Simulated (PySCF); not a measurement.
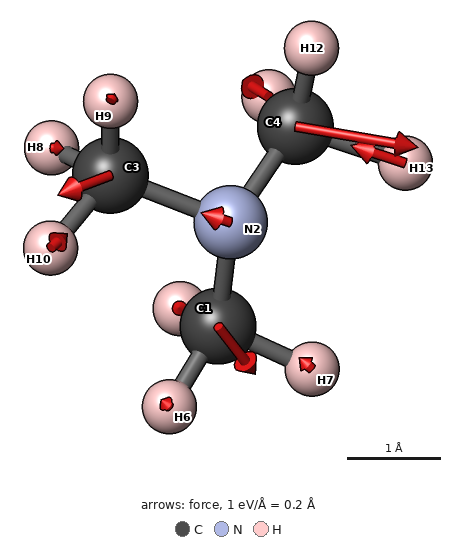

Starting geometry of C3H9N with the computed forces as red arrows. The picture is a ball-and-stick view, seen at a tilt.

The start comes from MMFF94s. Its atoms were then displaced at random by about 0.03 Å.

Theory: PBE0-D3(BJ)/def2-SVP geometry optimisation, gas phase in PySCF. 

**What follows when this structure is relaxed?**

It isn't relaxed: the largest force vector, on a C atom, is 6.92 eV/Å. The final displacements follow the starting forces only in part (cosine between the two patterns 0.70). After 8 geometry steps the energy has fallen by 0.965 eV. The largest move after the best rigid fit is that of an H atom, 0.11 Å. Largest moves by element: H 0.11 Å, C 0.09 Å, N 0.07 Å. Near-neighbour distances that change, for instance: C–H 1.278 → 1.101 Å, C–H 1.033 → 1.116 Å, C–H 1.163 → 1.101 Å, C–N 1.394 → 1.438 Å. Among the angles between lasting bonds that change: H–C–H 99.4° → 107.7°, N–C–H 118.3° → 110.2°, H–C–H 100.3° → 107.7°. The run took 26 s on 1 thread of Arm Neoverse V1 (shared host).
